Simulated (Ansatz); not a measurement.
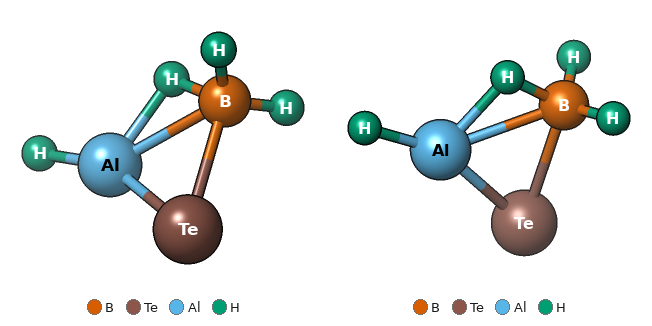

Two views of one molecule.

The computed structure is the end point of a PBE0-D4/def2-TZVP optimisation. No frequency run is at hand to confirm it as a minimum.

Question: Which formula does it have?

Answer: AlBH₄Te, 7 atoms: 1 aluminium, 1 boron, 4 hydrogen and 1 tellurium.

Question: How many bonds of each kind are drawn?

Answer: 3 B–H, 2 Al–H, 1 B–Te, 1 Al–Te, 1 Al–B. Sticks follow a distance rule.

Question: How many atoms are distinct by symmetry?

Answer: 6: 1 B, 1 Te, 1 Al, 2 H, 1 H, 1 H.

More results for the same structure follow; atom numbers are the same in all pictures, views and colours differ.

**Geometry**

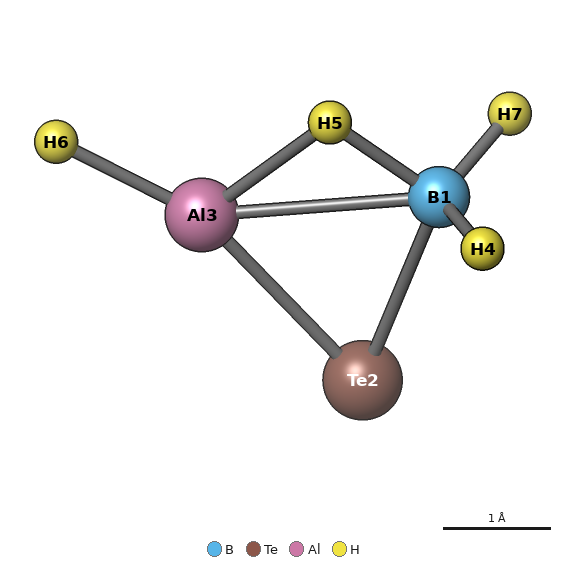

Atoms carry their numbers in the input. No frequency run is at hand to confirm it as a minimum.

Give the bond lengths.

| bond | length (Å) |
| --- | --- |
| B1–Te2 | 2.385 |
| B1–Al3 | 2.301 |
| B1–H4 | 1.194 |
| B1–H5 | 1.307 |
| B1–H7 | 1.195 |
| Te2–Al3 | 2.378 |
| Al3–H5 | 1.744 |
| Al3–H6 | 1.567 |

**Dipole moment**

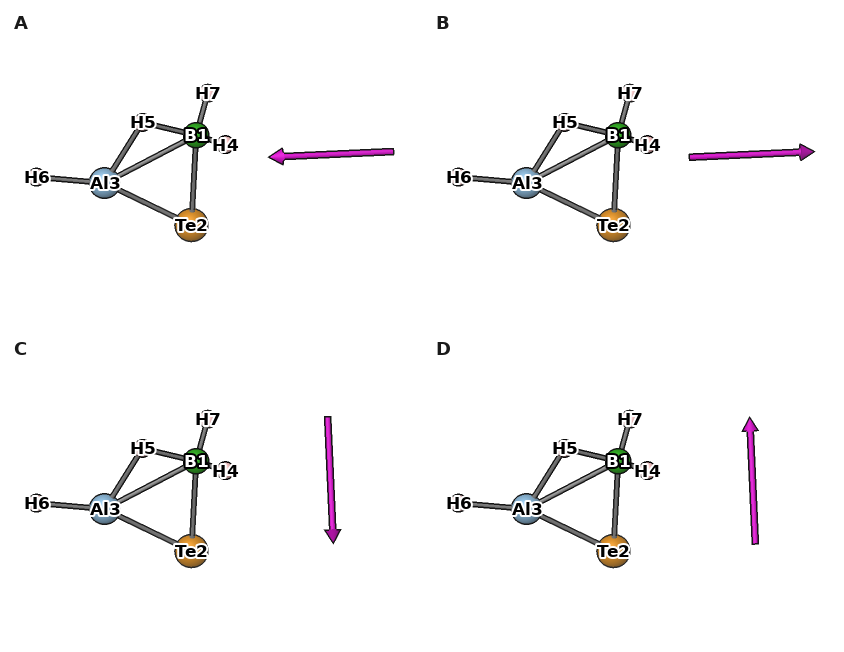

The same molecule four times, each with an arrow. No frequency run is at hand to confirm it as a minimum. Level of theory: RKS PBE0-D4/def2-TZVP, core potentials on Te (Ansatz 0.2.0).

Question: Which arrow points along the dipole moment, from the negative to the positive end?

Answer: A. The dipole moment is 2.44 D; it points from the side of H4, H7 to the side of H6 (the outermost atoms at the two ends).

**Electronic properties**

No frequency run is at hand to confirm it as a minimum. Properties computed with RKS PBE0-D4/def2-TZVPP, core potentials on Te (Ansatz 0.2.0).

Question: Estimate the LUMO energy (Kohn–Sham orbital).

Answer: −1.92 eV.

Question: Give the dispersion correction at this level.

Answer: −13.0 kJ/mol.

Question: Estimate the HOMO energy (Kohn–Sham orbital).

Answer: −6.52 eV.

**Charges**

The questions are on Mulliken charges. No frequency run is at hand to confirm it as a minimum. Level of theory: RKS PBE0-D4/def2-TZVP, core potentials on Te (Ansatz 0.2.0).

List the Mulliken charges.

```tsv
atom	value (e)
B1	−0.28
Te2	−0.06
Al3	0.24
H4	0.03
H5	0.07
H6	−0.03
H7	0.03
```

Mulliken values depend strongly on the basis set and can even reverse the polarity of a bond.
